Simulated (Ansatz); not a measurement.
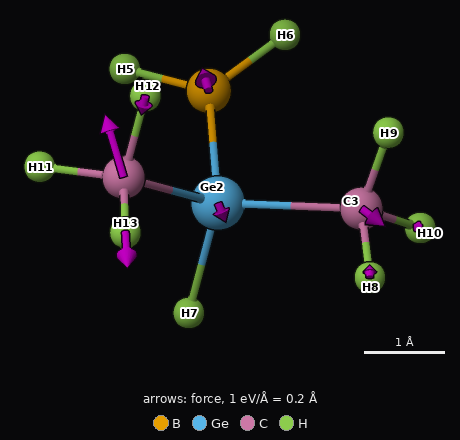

Starting geometry of C2H9BGe (coarse preliminary run) with the computed forces as purple arrows. Style: ball-and-stick. Shown from a free direction.

The start comes from a force field.

Computed with Ansatz 0.2.0, RKS PBE-D4/def2-SVP.

The input:
```yaml
crystal:
  periodic: [false, false, false]
  atoms:
    - {symbol: B, position_ang: [-0.708100, 1.593100, -0.911200]}
    - {symbol: Ge, position_ang: [0.363600, 0.048500, -0.386200]}
    - {symbol: C, position_ang: [0.955600, 0.289700, 1.427700]}
    - {symbol: C, position_ang: [-0.630100, -1.556000, -0.500500]}
    - {symbol: H, position_ang: [-1.234100, 1.675300, -2.018900]}
    - {symbol: H, position_ang: [-0.940200, 2.533300, -0.157800]}
    - {symbol: H, position_ang: [1.612600, -0.065800, -1.331400]}
    - {symbol: H, position_ang: [1.643000, -0.568300, 1.731100]}
    - {symbol: H, position_ang: [0.118900, 0.389300, 2.162400]}
    - {symbol: H, position_ang: [1.601300, 1.213200, 1.530900]}
    - {symbol: H, position_ang: [-1.071200, -1.702000, -1.517300]}
    - {symbol: H, position_ang: [-1.555600, -1.472500, 0.201900]}
    - {symbol: H, position_ang: [-0.135500, -2.412400, -0.215900]}
basis:
  gaussian: {orbitals: def2-SVP}
hamiltonian: {xc: pbe, dispersion: d4}
relax: {f_tol: 0.03, max_steps: 200}
```

Run as
```bash
ansatz run in.yaml --threads 4 --pin off --events-out ev --progress --plain --max-ram 10444MiB
```

**What follows when this structure is relaxed?**

It isn't relaxed: the largest force vector, on C4, is 4.27 eV/Å. The final displacements have little in common with the starting forces (cosine between the two patterns 0.17). The largest move after the best rigid fit is that of H6, 0.64 Å. By element the largest moves are H 0.64 Å, B 0.17 Å, C 0.11 Å, Ge 0.10 Å. Some distances before and after: B1–Ge2 1.952 → 2.062 Å, Ge2–C4 1.891 → 1.978 Å, C4–H13 1.029 → 1.108 Å, C4–H12 1.165 → 1.108 Å. Bond angles that change, for instance: B1–Ge2–H7 109.4° → 103.8°, Ge2–C4–H13 115.9° → 110.4°, B1–Ge2–C3 108.9° → 114.3°. Groups turn about B1–Ge2 by about 30°. The energy falls by 10.2 kcal/mol in 12 accepted moves (15 points after the start). Largest force component: 4 eV/Å at the start, 0.017 eV/Å at the end. The line search rejected the trial steps at points 2, 9, 11 of the run. The forces were under the threshold at step 8, but the run went on from there.
